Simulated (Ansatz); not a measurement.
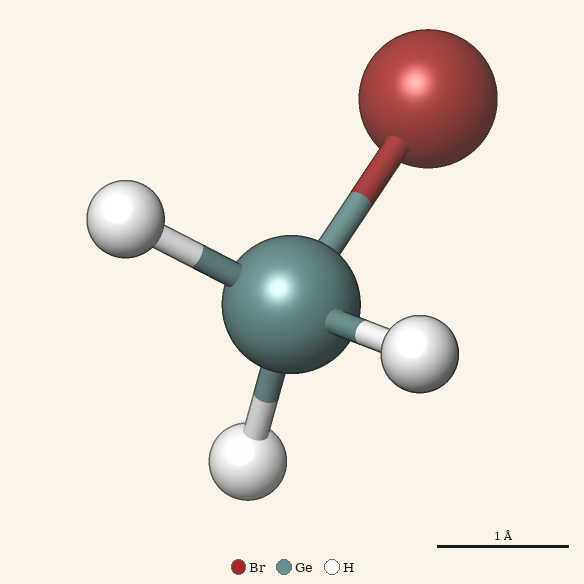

The picture shows a molecular structure as a ball-and-stick model. Every bond is drawn as one stick, whatever its order.

The geometry was computed by an optimisation with PBE0-D4/def2-TZVP.

What does the picture show?

The molecule is BrGeH3. Coordination: 1 Ge tetrahedral.

The parts below concern this one geometry. Atoms keep their numbers from picture to picture.

**Geometry**

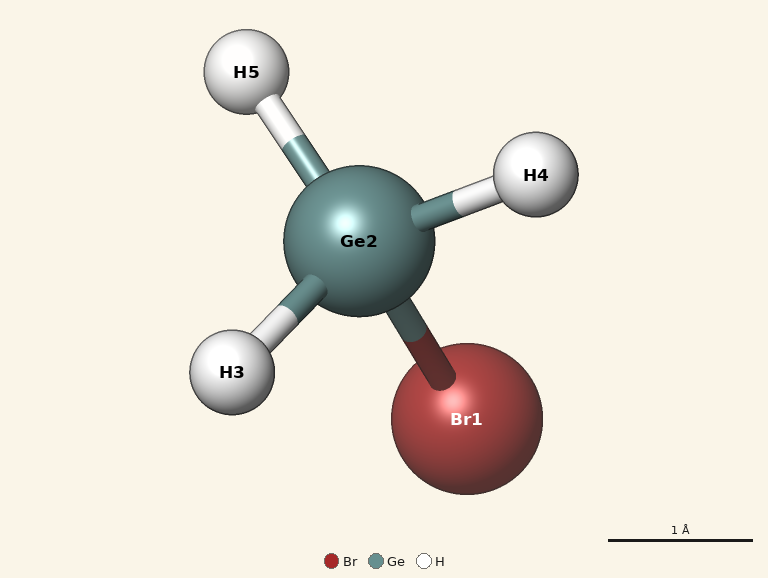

Numbered structure.

Which atoms are bonded, and how long are the bonds?

| bond | length (Å) |
| --- | --- |
| Br1–Ge2 | 2.309 |
| Ge2–H3 | 1.532 |
| Ge2–H4 | 1.532 |
| Ge2–H5 | 1.532 |

**Electronic properties**

Method: RKS PBE0-D4/def2-TZVP (Ansatz 0.2.0).

What does the calculation give?

- dipole moment: 1.90 D
- harmonic zero-point energy: 63.3 kJ/mol

**Vibrations**

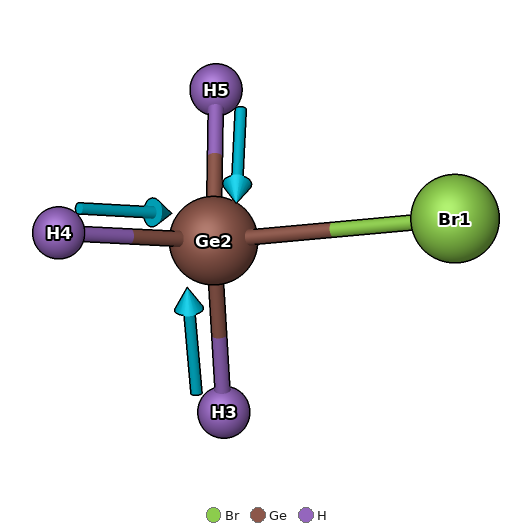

The arrows show one normal mode. Harmonic vibrations computed with RKS PBE0-D4/def2-TZVP (Ansatz 0.2.0) at a stationary point of the same level.

> Describe the motion.

Mostly in-phase stretching of 3 Ge–H bonds.

> At what wavenumber does it lie?

2177 cm⁻¹; it is mode 7 of 9 counted from the lowest.

**Charges**

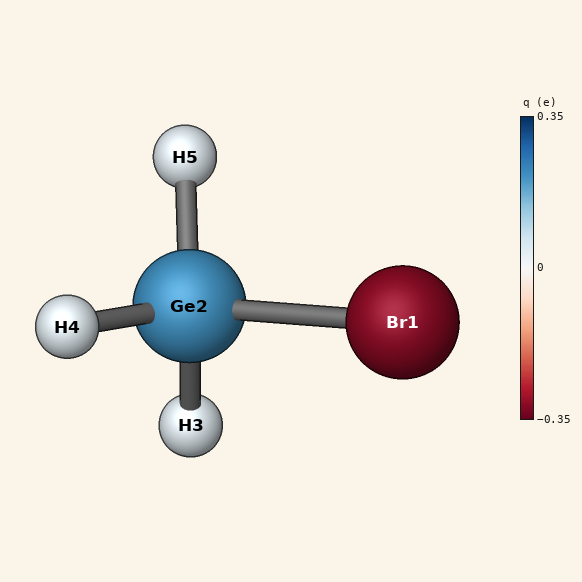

Atoms are coloured by their Mulliken charges. Properties computed with RKS PBE0-D4/def2-TZVP (Ansatz 0.2.0).

Give the Mulliken charges atom by atom.

```
atom  value (e)
 Br1      −0.31
 Ge2       0.21
  H3       0.03
  H4       0.03
  H5       0.03
```

Mulliken values depend strongly on the basis set and can even reverse the polarity of a bond.
